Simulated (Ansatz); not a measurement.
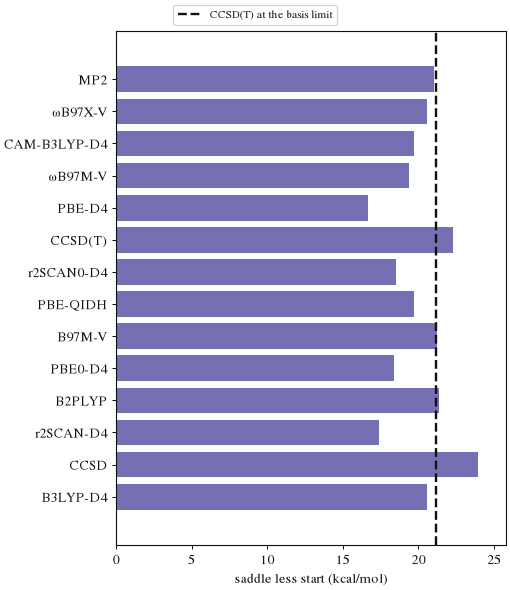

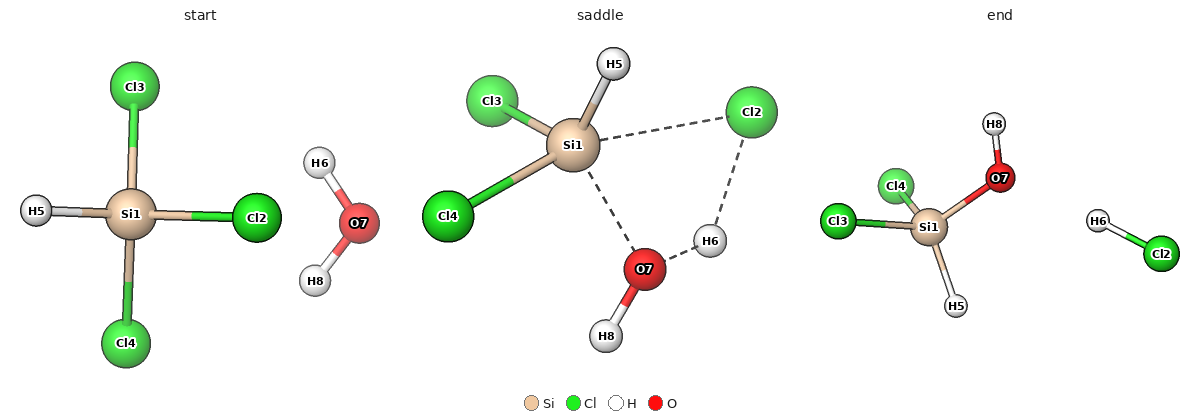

Height of the saddle over the start in one step of SiH₃OCl₃ at several levels. In the step Si1–O7 (3.71 → 1.77 → 1.63 Å) and Cl2–H6 (3.83 → 1.72 → 1.29 Å) form; Si1–Cl2 (2.02 → 2.53 → 4.32 Å) and H6–O7 (0.96 → 1.08 → 1.93 Å) break (lengths at start, saddle and end; changes of bond order aren't listed). Electronic energies at PBE0-D4/def2-TZVP geometries, energies in def2-TZVPP, the Ansatz code 0.2.0; cores frozen in correlated methods, no zero-point terms. Start and end are the structures at the ends of the path (complexes, where there are several molecules). The line is the MP2 basis limit plus CCSD(T) less MP2 in triple zeta. PBE-QIDH and B2PLYP hold a correlation term that converges slowly with the basis, so part of the distance to the limit is basis error. No dispersion term is added to PBE-QIDH and B2PLYP. The distance of MP2, CCSD(T) and CCSD to the limit includes basis error. The limit lies 1.1 kcal/mol from CCSD(T) in triple zeta, so the line itself is uncertain by a part of that.

Which level comes closest to the line (CCSD(T) at the basis limit), and which misses most?

Answer. Closest B97M-V (21.2 kcal/mol), against 21.2 kcal/mol; farthest PBE-D4 (16.7 kcal/mol).

Give the values.

Answer.
| level | kcal/mol | less CCSD(T) at the basis limit |
| --- | --- | --- |
| MP2 | 21.0 | −0.1 |
| ωB97X-V | 20.6 | −0.6 |
| CAM-B3LYP-D4 | 19.7 | −1.5 |
| ωB97M-V | 19.4 | −1.8 |
| PBE-D4 | 16.7 | −4.5 |
| CCSD(T) | 22.3 | 1.1 |
| r2SCAN0-D4 | 18.5 | −2.7 |
| PBE-QIDH | 19.7 | −1.5 |
| B97M-V | 21.2 | 0.0 |
| PBE0-D4 | 18.4 | −2.8 |
| B2PLYP | 21.4 | 0.2 |
| r2SCAN-D4 | 17.4 | −3.8 |
| CCSD | 23.9 | 2.7 |
| B3LYP-D4 | 20.5 | −0.6 |
| CCSD(T) at the basis limit | 21.2 | 0.0 |
